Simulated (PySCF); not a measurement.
Coordinates of C₆H₇F₃Si, SMILES FC(F)=C(F)/C=C/[C@@H]1C[SiH2]1 (Å):

```xyz
17

F      3.7168     0.2581     1.9636
C      3.6063    -0.1772     0.7294
F      4.7665    -0.4490     0.1895
C      2.4256    -0.3140     0.1073
F      2.4439    -0.7659    -1.1505
C      1.1398    -0.0172     0.6901
C     -0.0211    -0.1806     0.0281
C     -1.3492     0.1269     0.5648
C     -2.5657    -0.6846     0.0756
Si    -2.6136     1.0855    -0.4686
H      1.1515     0.3553     1.7179
H      0.0225    -0.5610    -0.9994
H     -1.3607     0.3739     1.6336
H     -3.2534    -1.0370     0.8514
H     -2.3495    -1.4553    -0.6731
H     -2.2642     1.4086    -1.8728
H     -3.5108     2.0443     0.2217
```

Simulated rotational absorption lines between 2 and 8 GHz at 5 K: rigid rotor with the equilibrium constants and dipole of one optimised conformer (PBE0-D3(BJ)/def2-SVP, PySCF), commonest isotopes; no centrifugal distortion, hyperfine structure, internal rotation or nuclear-spin weights; lines within 1 MHz of each other are summed. Lines of different type are drawn apart.

> What are the rotational constants, and what kind of rotor is it?

Rotational constants A, B, C = 3.152, 0.3905, 0.3687 GHz; Ray's κ = −0.98, a near-prolate asymmetric top.

> Which dipole components drive the lines?

|μa|, |μb|, |μc| = 2.37, 0.83, 0.05 D; a-type lines carry 92 % of the intensity in this range.

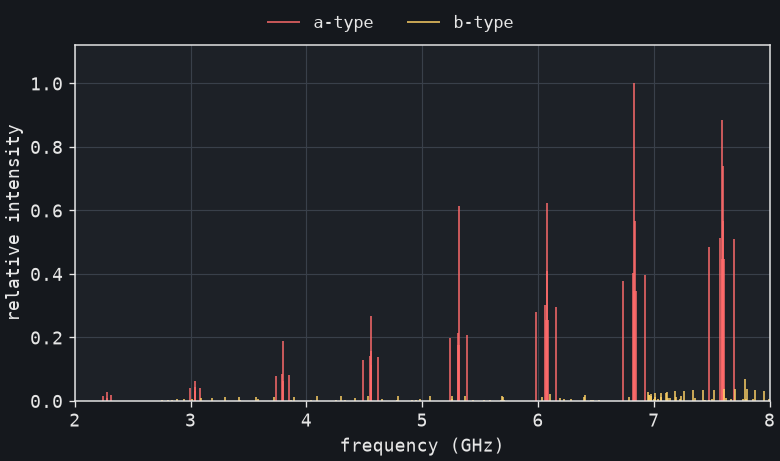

Known limits of this run: coarse grid, loose stop and no frequency check, small forces are noise and the end may be a saddle.
